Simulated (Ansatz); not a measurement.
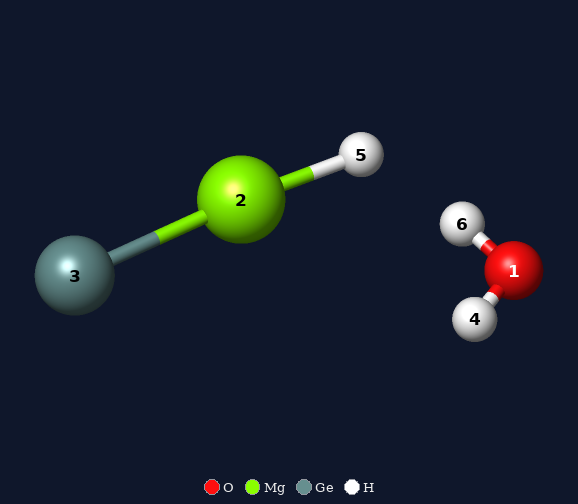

Numbered structure. Charge −1, singlet. The computed structure is the end point of a PBE0-D4/def2-TZVPD optimisation. No frequency run is at hand to confirm it as a minimum.

Give the bond lengths.

```
   bond  length (Å)
  O1–H4       0.961
  O1–H6       0.981
Mg2–Ge3       2.589
 Mg2–H5       1.791
```
